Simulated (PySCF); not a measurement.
**C2H3BCl2, charge +1, doublet, SMILES `[CH2][CH+]B(Cl)Cl`: what the electrons do**

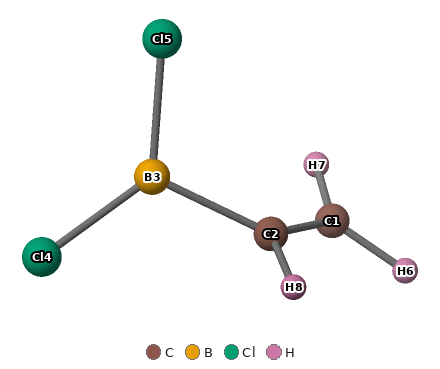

The molecule, with its atoms numbered as below. No frequency check shows the geometry to be a minimum.

Cartesian coordinates (Å):

```
C1       2.2092   -0.9798   -0.3041
C2       1.1364   -0.8820    0.4358
B3      -0.1926    0.0000    0.0939
Cl4     -1.6562   -0.7875   -0.0991
Cl5      0.1548    1.6521    0.0186
H6       2.9918   -1.6958   -0.0602
H7       2.4061   -0.4209   -1.2088
H8       1.0154   -1.4104    1.3776
```

### 1. Bonding charge

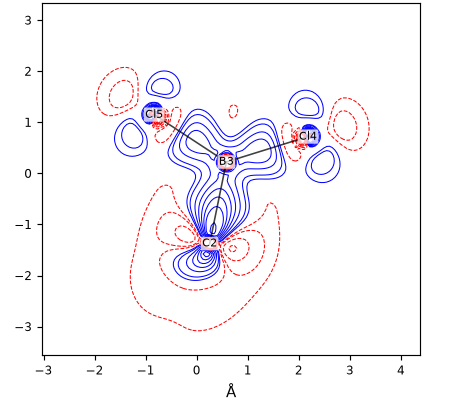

Deformation density (molecule less spherical, spin-averaged free atoms) in the plane of C2, B3, Cl4 and Cl5; contours at ±0.05 to ±0.8 e/Å³; solid blue lines: gain, dashed red lines: loss.

Computed with PySCF, HF/def2-SVP, geometry: GFN2-xTB. The stability of the open-shell solution wasn't checked. GFN2-xTB doesn't know the spin state, so this open-shell geometry is rough.

Q: How much density has each bond in this plane gained at its critical point, relative to the free atoms?

A: C2–B3: +0.38 e/Å³ at the bond critical point (bond length 1.63 Å, Mayer order 0.8). B3–Cl4: +0.37 e/Å³ at the bond critical point (bond length 1.67 Å, Mayer order 1.4). B3–Cl5: +0.34 e/Å³ at the bond critical point (bond length 1.69 Å, Mayer order 1.4). In all, 1.8 electrons gather in the regions of gain relative to the promolecule of neutral atoms (the regions of loss give up this much and the cation's charge besides).

Q: Where do the Hirshfeld charges lie?

A: The highest Hirshfeld charge is on B3 (+0.23 e), the lowest on Cl5 (+0.04 e).

### 2. Bond critical points

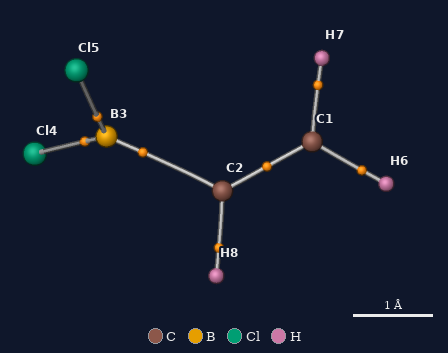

Molecular graph of the electron density (QTAIM): bond paths, bond critical points (orange), ring points (yellow, if any); weak paths are dashed.

Q: How many critical points of each kind are there, and does the count close?

A: 8 nuclei, 7 bond, 0 ring and 0 cage critical points: 8 − 7 + 0 − 0 = 1, as the Poincaré–Hopf relation requires.

Q: Give the properties at the bond critical points.

A:
```csv
bond,length (Å),ρ (a.u.),∇²ρ (a.u.),ε,H (a.u.)
C1–C2,1.307,0.380,−1.33,0.06,−0.453
C1–H7,1.081,0.299,−1.34,0.02,−0.356
C1–H6,1.088,0.296,−1.30,0.02,−0.348
C2–H8,1.087,0.294,−1.28,0.04,−0.344
B3–Cl4,1.673,0.175,+0.07,0.08,−0.175
B3–Cl5,1.690,0.168,+0.07,0.12,−0.167
C2–B3,1.631,0.164,−0.01,0.23,−0.166
```

Q: What kind of interaction is C2–B3?

A: Shared-shell (covalent): ρ = 0.164, ∇²ρ = −0.01, H = −0.166 a.u. Its ellipticity of 0.23 shows that the density isn't cylindrical about the bond.

### 3. Electrostatic potential

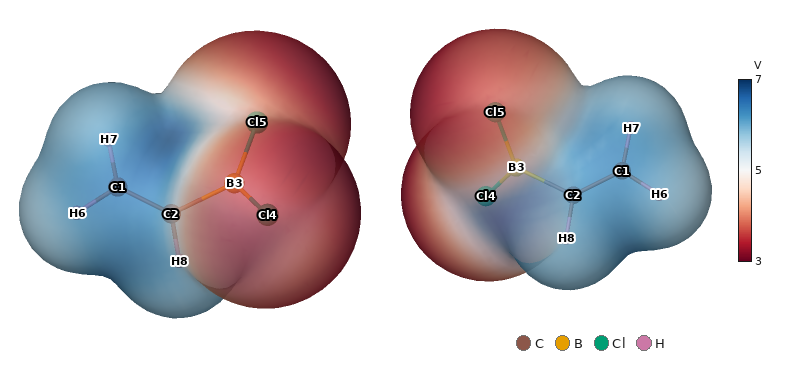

Electrostatic potential on the surface of electron density 0.001 a.u. (back view left, front view right).

Q: Where are the extremes of the potential on the surface?

A: Highest: 6.83 V, over B3, off the plane of its three bonds (2.0 Å). Further maxima include 3.62 V, 2.0 Å from Cl4. Lowest: 3.08 V, 2.0 Å from Cl4. Further minima include 5.64 V, 1.3 Å from H6; 5.84 V, 1.3 Å from H8. The surface is sampled at points, so like sites can differ by a few per cent and only the strongest of them is named.

Q: What volume does the surface enclose?

A: About 111 Å³.

### 4. Spin density

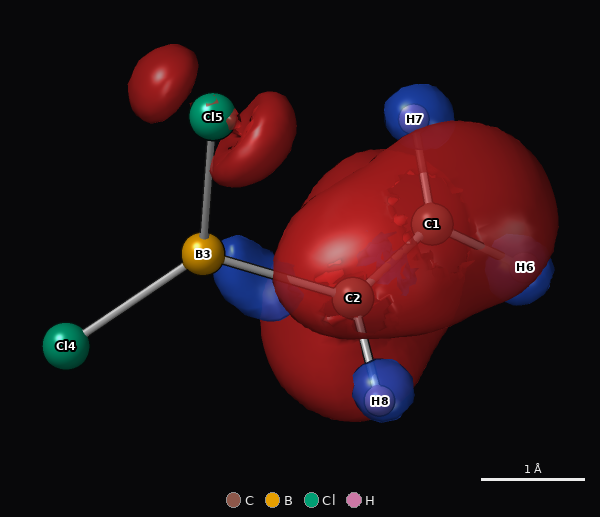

Spin density ρα − ρβ at ±0.02 e/Å³ (red: excess α, blue: excess β).

Q: Where is the unpaired spin?

A: Hirshfeld spin populations: C1 +0.47, C2 +0.42 and Cl5 +0.04. ⟨S²⟩ = 0.76, against 0.75 for a pure state. The picture also shows regions of β spin from spin polarisation; the Hirshfeld sums, whose atoms overlap, net them against the α spin of neighbours.

### 5. Removing or adding an electron

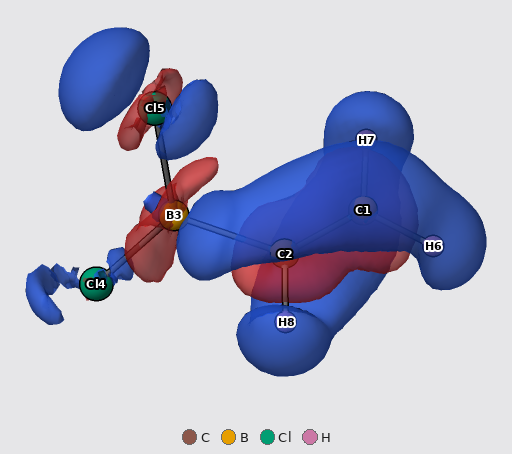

Fukui function f⁺ = ρ(N+1) − ρ(N) at fixed geometry, surfaces at ±0.02 e/Å³ (blue positive, red negative).

Computed with PySCF, ωB97X/def2-SVPD, geometry: GFN2-xTB. GFN2-xTB doesn't know the spin state, so this open-shell geometry is rough.

Q: Which atoms respond most to the addition of an electron?

A: f⁺ (Hirshfeld-condensed) is largest on C1 (0.23), C2 (0.21) and Cl5 (0.17); the vertical electron affinity is 10.12 eV (to the singlet neutral species, which needn't be its lowest state). Condensed values hint at sites of nucleophilic attack but needn't mark the atom that reacts. Shares this close don't rank the sites. Orbital relaxation makes it negative in places (0.23 e in all).

| atom | f⁺ | charge |
| --- | --- | --- |
| C1 | +0.23 | +0.14 |
| C2 | +0.21 | +0.08 |
| B3 | +0.04 | +0.20 |
| Cl4 | +0.10 | +0.07 |
| Cl5 | +0.17 | +0.12 |
| H6 | +0.09 | +0.13 |
| H7 | +0.08 | +0.13 |
| H8 | +0.08 | +0.13 |
